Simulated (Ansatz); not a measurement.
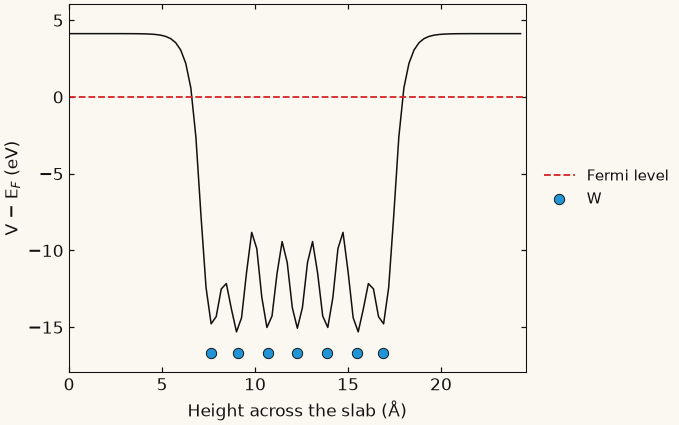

Plane-averaged electrostatic potential energy of an electron across the slab; circles at the bottom mark the heights of the atoms.

System: a (100) slab cut from W (Im-3m), 7 atoms in the cell.

Method: DFT PBE, spin-orbit coupling, plane waves, PAW, 11×11×1 k mesh, 420 eV cutoff (Ansatz).

Read off the work function of each face.

The work function is 4.12 eV, the same on both faces. The two vacuum levels agree, so the slab has no net dipole along its normal.

How thick are slab and vacuum?

The outermost atoms are 9.2 Å apart, which leaves 15.3 Å of vacuum in a cell 24.6 Å high.
